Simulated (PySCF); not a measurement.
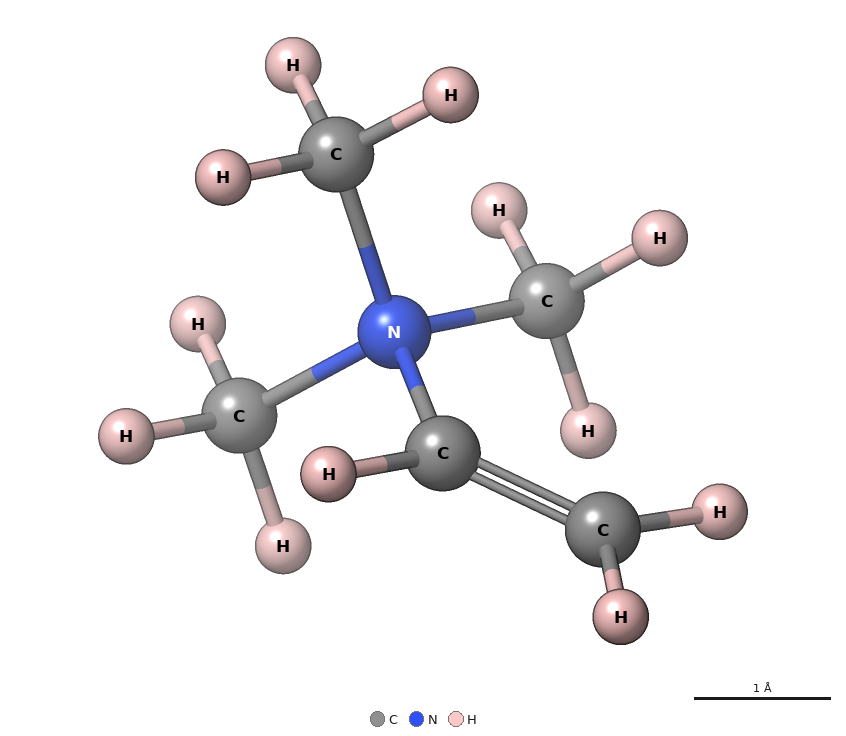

Depth is shown by fading: the farther an atom, the more it takes the colour of the background. The species has charge +1 and is a spin singlet. Computed geometry: PBE0-D3(BJ)/def2-SVP optimisation. No frequency run is at hand to confirm it as a minimum. Masses are those of the most abundant isotopes; constants are for the rigid equilibrium geometry.

What kind of rotor is it, and what are its rotational constants in cm⁻¹?

An asymmetric top (Cs): A = 0.155, B = 0.0941, C = 0.0922 cm⁻¹. Ray's parameter κ is −0.94, close to the prolate limit.
